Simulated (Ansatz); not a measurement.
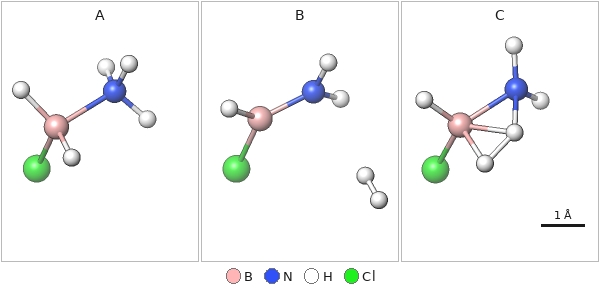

3 geometries from a converged minimum-energy path of BNH5Cl, made up at the start of BNH$_{3}$Cl and H$_{2}$, shuffled. Style: ball-and-stick. Shown at a tilt.

Theory: RKS BLYP-D4/def2-SVP in Ansatz. Run with 5 movable images; climbing image; force threshold 0.05 eV/Å; iteration limit 60; starting path through a guess of the saddle point.

Which frame is the transition state?

Answer. C. In order along the path, whose images run from 0 to 6: B (image 1, +0.01 eV), C (image 4, +1.79 eV), A (image 6, +0.15 eV). Breaking: H–H (0.77 → 2.56 Å). Forming: B–H (4.26 → 1.22 Å), H–N (2.74 → 1.03 Å).

Limits of the set-up: the start holds two separate molecules, 2.7 Å apart at their closest, whose relative position is a soft coordinate.
